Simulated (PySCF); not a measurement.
# BSiH4 (SMILES [BH][SiH3]) at 6 levels

Aim: a comparison of 6 runs (U-r2SCAN/STO-6G, U-wB97X-V/STO-6G, UM06-2X/STO-6G, UPBE/STO-6G, UPBE0/STO-6G, NEVPT2(3,3)/STO-6G) of BSiH4. Input form: a Python script.

The results are computed with PySCF 2.14.0.

9 further runs of the same task are left out: 3 that didn't finish, 6 set aside as unsound or not needed.

### 1 Starting point

The species is BSiH4 (6 atoms), meant as a doublet with charge 0. SMILES: `[BH][SiH3]`. The Si2–H5 distance was set to 4.132 Å, away from the relaxed value. At this shape a bond of the SMILES string is far longer than usual.

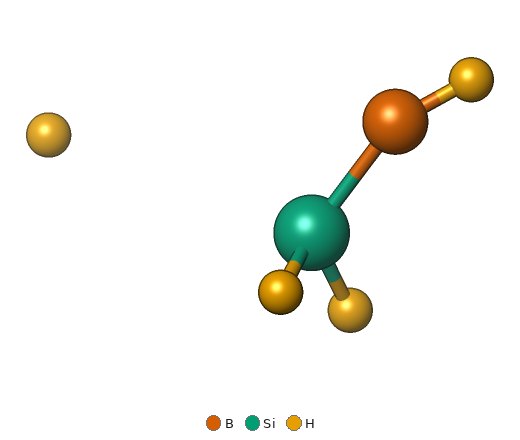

Viewed from a chosen angle; boron orange, silicon teal, hydrogen amber.

### 2 The energy at U-r2SCAN/STO-6G (run 1)

Contents of job.py:

```python
from pyscf import gto, dft

mol = gto.Mole()
mol.atom = '''
B     -0.252034    -2.133862     2.636020
Si    -1.459264    -0.925382     1.786290
H      0.016346    -3.225042     2.914180
H     -2.702014    -1.442202     1.164410
H      0.392690     1.102720    -1.300860
H     -1.948444     0.104848     2.722960
'''
mol.spin = 1
mol.max_memory = 1860
mol.verbose = 3
mol.basis = 'sto-6g'
mol.charge = 0
mol.build()

mf = dft.UKS(mol)
mf.xc = 'r2scan'
mf.grids.level = 5
mf.conv_tol = 1e-10
mf.kernel()
if not mf.converged:
    mf = mf.newton().run(mf.mo_coeff, mf.mo_occ)

e_tot = mf.e_tot
print('Final energy', e_tot)
```

On the command line:

```
$ OMP_NUM_THREADS=1 python job.py
```

Standard output:

```text
WARN: HOMO -0.14509116228236 >= LUMO -0.145091162282359

converged SCF energy = -315.277738756192  <S^2> = 1.7553759  2S+1 = 2.8322259
Final energy -315.2777387561918
```

Run time: 17 s. Hardware: 1 thread of Arm Neoverse V1, shared host; peak memory 0.21 GiB.

### 3 The energy at U-wB97X-V/STO-6G (run 2)

Contents of run.py:

```python
from pyscf import gto, dft

system = gto.M(
    atom='''
B     -0.476275    -4.032415     4.981356
Si    -2.757609    -1.748719     3.375599
H      0.030889    -6.094446     5.507002
H     -5.106066    -2.725367     2.200416
H      0.742077     2.083839    -2.458269
H     -3.682026     0.198134     5.145649
''',
    unit='bohr',
    spin=1,
    basis='sto-6g',
    verbose=3,
    max_memory=1860,
)

ks = dft.UKS(system, xc='wb97x-v')
ks.grids.level = 5
ks.nlcgrids.level = 1
ks.conv_tol = 1e-10
ks.kernel()
if not ks.converged:
    ks = ks.newton().run(ks.mo_coeff, ks.mo_occ)

e_tot = ks.e_tot
print('E(%s) = %.9f' % ('WB97X-V', e_tot))
```

On the command line:

```
$ OMP_NUM_THREADS=1 python run.py
```

Standard output:

```text
converged SCF energy = -315.249952166853  <S^2> = 1.7533445  2S+1 = 2.830791
E(WB97X-V) = -315.249952167
```

It took 47 s on 1 thread of Arm Neoverse V1, shared host; peak memory 0.2 GiB.

Runs 3 to 5 aren't shown in full; the table further down has their settings and results.

### 4 The energy at NEVPT2(3,3)/STO-6G (run 6)

Contents of run.py:

```python
import numpy
from pyscf import gto, scf, mp, mcscf, mrpt

mol = gto.Mole()
mol.atom = '''
B       -0.252034      -2.133862       2.636020
Si      -1.459264      -0.925382       1.786290
H        0.016346      -3.225042       2.914180
H       -2.702014      -1.442202       1.164410
H        0.392690       1.102720      -1.300860
H       -1.948444       0.104848       2.722960
'''
mol.spin = 1
mol.max_memory = 1860
mol.verbose = 3
mol.charge = 0
mol.basis = 'sto-6g'
mol.build()

calc0 = scf.ROHF(mol)
calc0.conv_tol = 1e-10
calc0.kernel()
if not calc0.converged:
    calc0 = calc0.newton().run(calc0.mo_coeff, calc0.mo_occ)

pt = mp.MP2(scf.addons.convert_to_uhf(calc0)).run()
noons, natorbs = mcscf.addons.make_natural_orbitals(pt)
print('natural occupations', numpy.round(noons[:40], 4))
cas = mcscf.CASSCF(calc0, 3, 3)
cas.fix_spin_(ss=0.75)
cas.natorb = True
cas.kernel(natorbs)
e_pt2 = mrpt.NEVPT(cas).kernel()
energy = cas.e_tot + e_pt2
print(f'total energy: {energy:.8f} hartree')
```

On the command line:

```
$ OMP_NUM_THREADS=1 python run.py
```

Standard output:

```text
converged SCF energy = -314.508185219507
E(UMP2) = -314.618238347265  E_corr = -0.110053127757823
E(SCS-UMP2) = -314.629067524134  E_corr = -0.120882304626903
natural occupations [2.     1.9999 1.9999 1.9998 1.9998 1.9998 1.9906 1.9875 1.9835 1.9702
 1.9027 1.     0.0979 0.0266 0.0128 0.0125 0.0097 0.0066]
CASSCF energy = -314.573970089754
CASCI E = -314.573970089754  E(CI) = -1.50709382673472  S^2 = 0.7500000
Sr    (-1)',   E = -0.00000005311829
Si    (+1)',   E = -0.00000048262648
Sijrs (0)  ,   E = -0.04405170912368
Sijr  (+1) ,   E = -0.00419158395163
Srsi  (-1) ,   E = -0.00312088369837
Srs   (-2) ,   E = -0.00022290479176
Sij   (+2) ,   E = -0.00029605300649
Sir   (0)' ,   E = -0.01033521815706
Nevpt2 Energy = -0.062218888473748
total energy: -314.63618898 hartree
```

It took 1.2 s on 1 thread of Arm Neoverse V1, shared host; peak memory 0.12 GiB.

### 5 The series

```csv
run,level,nlc grid,integration grid,energy (Eh),dipole moment (D) of the reference,HOMO energy (eV),LUMO energy (eV),wall time
1,U-r2SCAN/STO-6G,–,5,-315.277739,1.22,-1.51,-0.32,17 s
2,U-wB97X-V/STO-6G,1,5,-315.249952,0.96,-4.89,2.63,47 s
3,UM06-2X/STO-6G,–,5,-315.250864,1.11,-3.56,1.79,15 s
4,UPBE/STO-6G,–,5,-315.097777,1.30,-0.91,–,17 s
5,UPBE0/STO-6G,–,5,-315.149306,1.11,-2.49,0.38,11 s
6,"NEVPT2(3,3)/STO-6G",–,–,-314.636189,1.47,–,–,1.2 s
```

### 6 Summary of results

```
                                   quantity          value
                        run 6: total energy  -314.63619 Eh
run 6: dipole moment (Hartree–Fock density)         1.47 D
```

**Reading.** Over runs 1, 2, 3, 4, 5 the dipole moment (its size) runs from 0.96 D (U-wB97X-V/STO-6G) to 1.30 D (UPBE/STO-6G). Totals of different functionals can't be ranked against each other. In runs 1, 2, 3, 4, 5, 6 the basis is minimal, so the values are rough. Spin contamination of the reference: run 1 ⟨S²⟩ = 1.76, run 5 ⟨S²⟩ = 1.75, run 3 ⟨S²⟩ = 1.75, run 2 ⟨S²⟩ = 1.75, run 4 ⟨S²⟩ = 1.75. Where it is this large, the reference is a mixture of spin states, and values that rest on it are in doubt. All runs together took 1.8 min, the longest 47 s.
